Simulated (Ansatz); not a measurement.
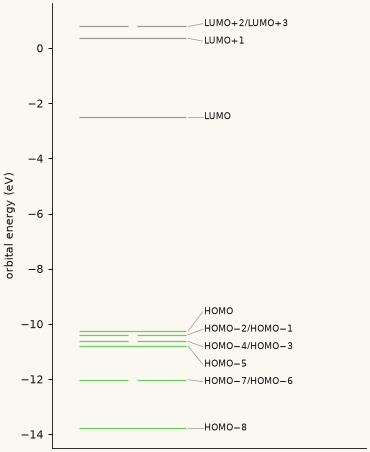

Kohn-Sham orbital energies near the frontier, BHLYP/def2-TZVPP, the Ansatz code, at a PBE0-D4/def2-TZVP geometry (a minimum by its frequencies), isolated molecule; empty levels in grey, levels within 0.03 eV side by side.

**Which molecule has this level scheme?**
A. SnBr₃F, SMILES [F][Sn]([Br])([Br])[Br], singlet
B. C₂H₅NOSe, SMILES NC(=O)C[SeH]
C. ZnBNH₂ClF, SMILES [NH2][Zn][B](F)Cl, singlet

Option A. HOMO −10.26 eV, LUMO −2.49 eV, separation 7.77 eV.

Known limits of this run: core potentials past krypton; no scalar relativity up to krypton; spin-orbit coupling is left out, and with Br and Sn it can shift these levels and split any degenerate set; empty levels above zero depend strongly on the basis.
